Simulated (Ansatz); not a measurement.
## Electronic structure of CH₂NaO (charge −1) in real space

```yaml
atoms:
  - { symbol: C, position_ang: [0.3601, 0.2958, -2.2628] }
  - { symbol: Na, position_ang: [-1.3952, 0.3155, -0.6466] }
  - { symbol: O, position_ang: [0.6736, 1.1545, -1.4100] }
  - { symbol: H, position_ang: [1.1712, 0.2210, -3.0965] }
  - { symbol: H, position_ang: [-2.9441, 0.2530, 0.6725] }
```

Geometry: B3LYP-D3(BJ)/def2-SVPD.

Theory: isolated molecule in a Gaussian basis; Kohn-Sham density functional theory, functional PBE0 (Ansatz 0.2.0).

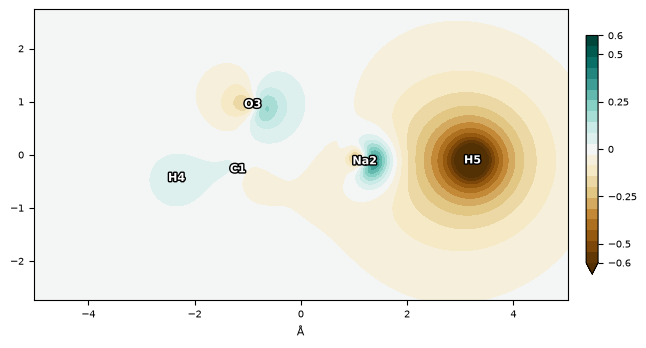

Figure 1. The HOMO−1 on the molecular plane (values in Å⁻³ᐟ²; the overall sign is arbitrary).

Describe this orbital and give its energy.

By Hirshfeld shares it lies mainly on H5 (about 70 %) and Na2 (about 30 %); it is symmetric in the molecular plane (an in-plane orbital: σ, lone-pair or in-plane π type). Its energy is −0.94 eV.

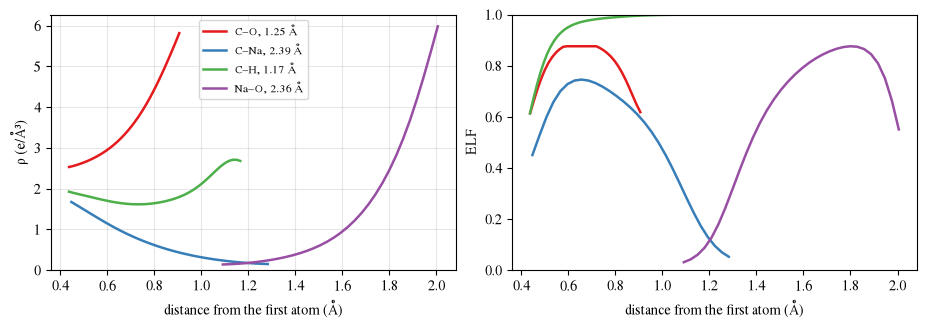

Figure 2. Total electron density and ELF along straight lines between neighbouring atoms. The curves leave out the atomic cores.

Compare the contacts.

C–O (1.25 Å): ρ is about 3.1 e/Å³ halfway; the ELF peaks at about 0.90 between the atoms: a short, strongly polar bond.
C–Na (2.39 Å): the density is about 0.18 e/Å³ at the midpoint; the ELF peaks at about 0.75 in the valence shell of C, 0.7 Å from its nucleus, and is about 0.15 at the midpoint.
C–H (1.17 Å): the density is about 1.7 e/Å³ at the midpoint; the ELF climbs to about 1 towards the hydrogen, as it does in any bond to H: an ordinary covalent bond to hydrogen.
Na–O (2.36 Å): ρ is about 0.17 e/Å³ halfway; the ELF is about 0.10 at the midpoint: an ionic contact with no shared pair.

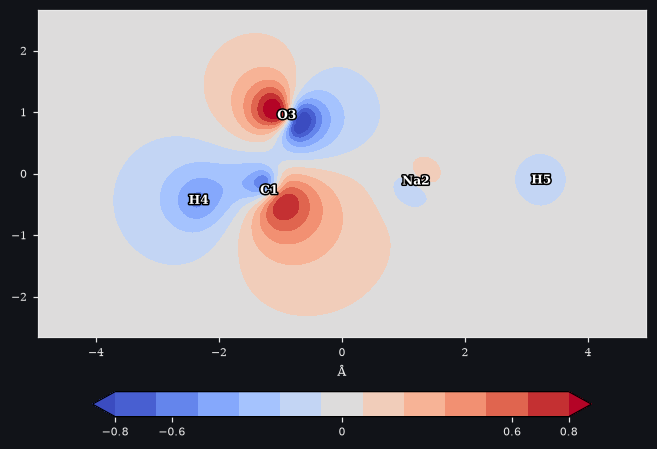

Figure 3. The HOMO on the molecular plane (values in Å⁻³ᐟ²; the overall sign is arbitrary).

Where does this orbital lie, and at what energy?

It lies mainly on C1 (about 45 %), O3 (about 30 %), H4 (about 15 %) and Na2 (about 10 %); it is symmetric in the molecular plane (an in-plane orbital: σ, lone-pair or in-plane π type). Its energy is −0.21 eV.
